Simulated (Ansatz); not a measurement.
**AlH3O2···NH3···H2O: density, localisation and related maps**

The calculation's input:

```
crystal:
  periodic: [false, false, false]
  atoms:
    - { symbol: Al, position_ang: [-1.0218, -0.5311, 0.0949] }
    - { symbol: H, position_ang: [-0.8884, 1.4659, 0.074] }
    - { symbol: O, position_ang: [-1.3803, -0.8979, -1.4645] }
    - { symbol: O, position_ang: [-1.7257, -0.9703, 1.5083] }
    - { symbol: H, position_ang: [1.4377, 0.5923, 0.0573] }
    - { symbol: "N", position_ang: [1.2021, -0.7094, 0.2683] }
    - { symbol: H, position_ang: [0.0533, 1.7285, -0.0411] }
    - { symbol: O, position_ang: [1.3213, 1.8449, -0.1706] }
    - { symbol: H, position_ang: [-1.6548, -1.1509, -2.3304] }
    - { symbol: H, position_ang: [-2.085, -1.1439, 2.3624] }
    - { symbol: H, position_ang: [1.5654, -0.9494, 1.179] }
    - { symbol: H, position_ang: [1.6932, -1.2494, -0.43] }
    - { symbol: H, position_ang: [1.4828, 1.9707, -1.1079] }
basis:
  gaussian: { orbitals: def2-SVP }
hamiltonian:
  xc: blyp
  dispersion: d4
relax:
  f_tol: 0.15
  max_steps: 25
  restrain:
    - { distance: [0, 5], at: 3.22, k: 30.0 }
    - { distance: [4, 7], at: 2.27, k: 30.0 }
    - { distance: [6, 1], at: 1.92, k: 30.0 }
    - { distance: [0, 1], at: 1.52, k: 30.0 }
    - { distance: [4, 5], at: 1.02, k: 30.0 }
    - { distance: [6, 7], at: 0.97, k: 30.0 }
output:
  orbitals: {}
```

Command:

```sh
ansatz run input.yaml --threads 2 --pin off --max-ram 3072MiB --backend cpu --events-out ev --progress --plain --runs-dir out
```

The fields are those of the run's last geometry, not of the input's.

Not at a stationary point (largest force 0.9 eV/Å).

The calculation used RKS BLYP-D4/def2-SVP in Ansatz.

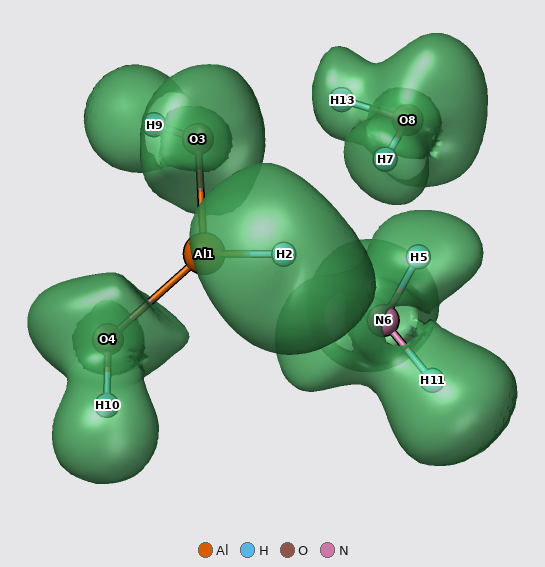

Figure 1. Isosurface of the ELF at 0.75 (green), seen at a tilt. Core shells and regions of very low density are left out.

### Identify the bonds, lone pairs and shells in this picture.

The surface consists of one region around a hydrogen nucleus, one joined region spread over several atoms (H, N), in which their bonds and any lone pairs are merged and three joined regions spread over several atoms (H, O), in which their bonds and any lone pairs are merged.


O3···H13 (1.98 Å): the ELF dips to about 0.10 between them; a closed-shell contact with the geometry of a hydrogen bond. Al–O (1.72 Å): the ELF peaks at about 0.90 in the valence shell of O, 0.6 Å from its nucleus, and is about 0.45 at the midpoint.

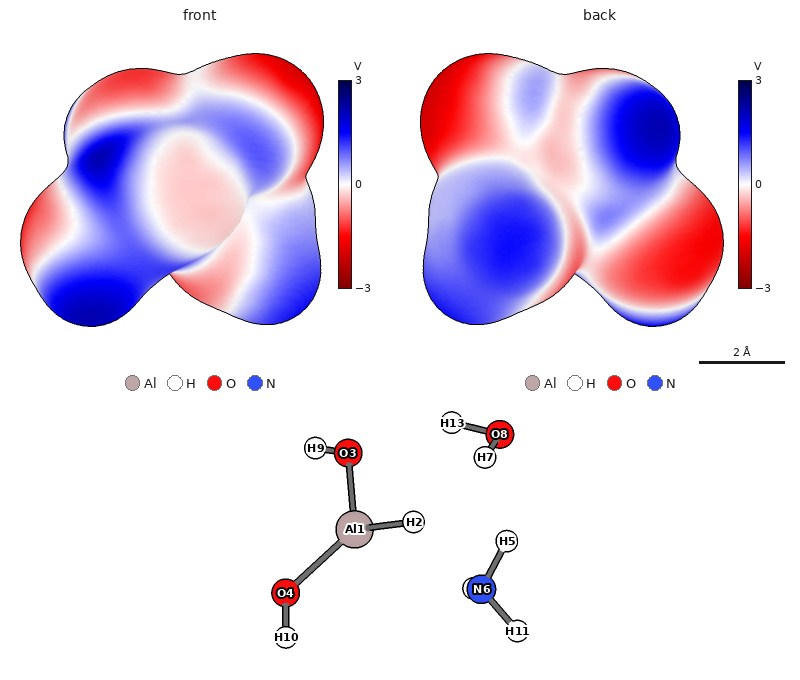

Figure 2. The molecular electrostatic potential painted on the density surface at 0.002 e/bohr³, seen from the front and from behind; the colour scale runs from red (negative) to blue (positive). The bare structure is drawn below in the same view.

### Which sites attract a positive test charge, and which a negative one?

A positive charge is drawn to the negative regions and a negative charge to the positive ones. The most negative region (about −1.9 V) lies over O8, the most positive (about +2.1 V) over Al1, H9 and H10. O8 is the likeliest acceptor of a hydrogen bond.

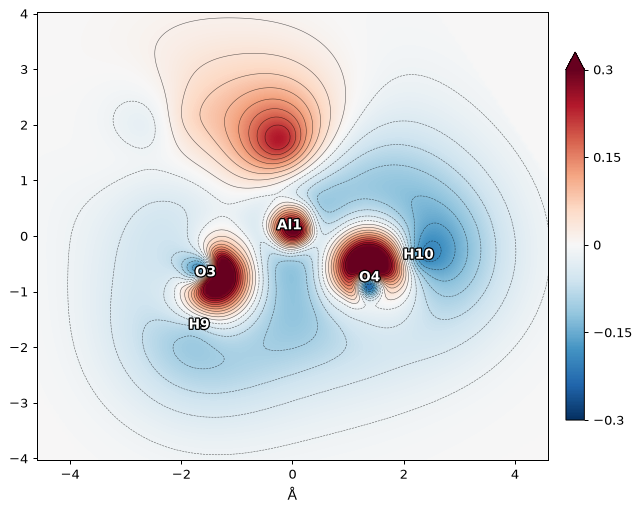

Figure 3. One frontier orbital on the plane of atoms O3, Al1 and O4 (values in Å⁻³ᐟ²; the overall sign is arbitrary).

### Which orbital is it: HOMO or LUMO?

The LUMO, at −0.40 eV. By Hirshfeld shares it lies mainly on Al1 (about 40 %), O4 (about 10 %), H10 (about 10 %), O3 (about 10 %), H2 (about 5 %) and H9 (about 5 %).
